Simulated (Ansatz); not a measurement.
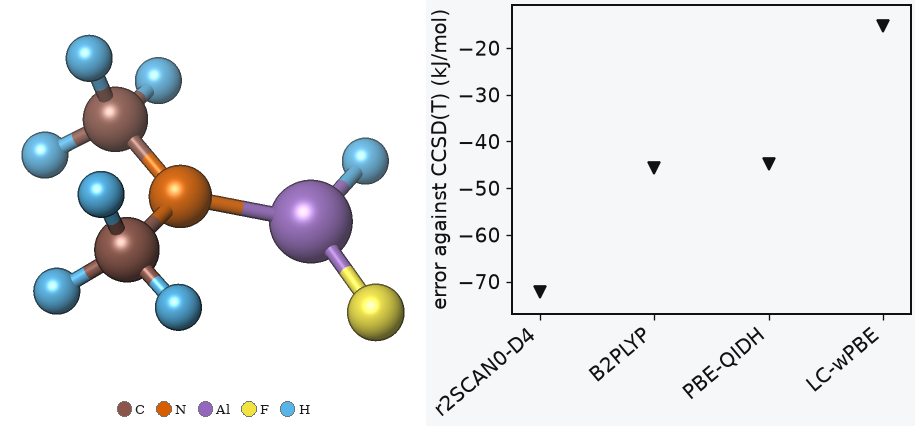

Error in the electronic atomisation energy (method less reference, so positive means overbinding) of C₂H₇AlFN, SMILES C[N](C)[AlH][F], singlet: functionals in def2-TZVPP against frozen-core CCSD(T) at the limit (MP2 extrapolated from triple and quadruple zeta, plus CCSD(T) less MP2 in a smaller set), which gives 4465.8 kJ/mol, at a PBE0-D4/def2-TZVP geometry (a minimum by its frequencies), no zero-point or spin-orbit term, the Ansatz code 0.2.0. The reference leaves out core correlation, a term that grows with the number of heavy atoms. B2PLYP and PBE-QIDH hold a correlation term that converges slowly with the basis, so part of the distance to the limit is basis error. No dispersion term is added to B2PLYP, PBE-QIDH and LC-wPBE.

Q: What range do the values span?

A: From −72.3 kJ/mol (r2SCAN0-D4) to −15.3 kJ/mol (LC-wPBE).

Q: Give the values.

A:
```
     level  kJ/mol
r2SCAN0-D4   −72.3
    B2PLYP   −45.7
  PBE-QIDH   −44.9
   LC-wPBE   −15.3
```

Caveats, for all or some of the runs: one conformer of a flexible molecule.
